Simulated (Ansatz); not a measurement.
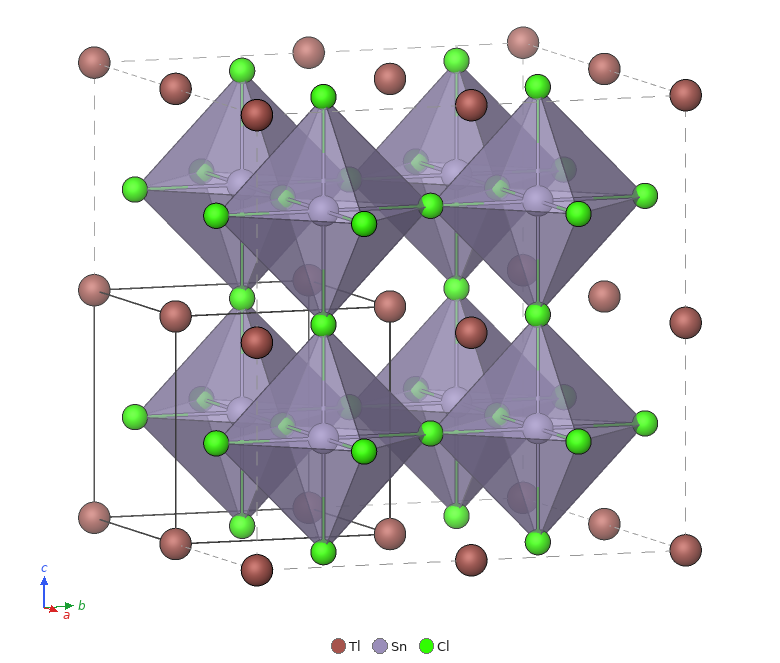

Polyhedra are drawn about Sn (bonds: Cl–Sn below 3.1 Å); other atoms are plain spheres.

TlSnCl₃ (space group Pm-3m, No. 221). Coordinates: the end point of a relaxation with DFT, PBEsol, plane waves, PAW (Ansatz 0.2.0); the starting structure was generated, so it need not be a known form of this composition.

Sharing among the drawn polyhedra:

```csv
site,polyhedron,corner-sharing neighbours,edge-sharing,face-sharing,bond (Å)
Sn,SnCl6 octahedron,6,0,0,2.73
```

They form a three-dimensional framework of corner-sharing octahedra.
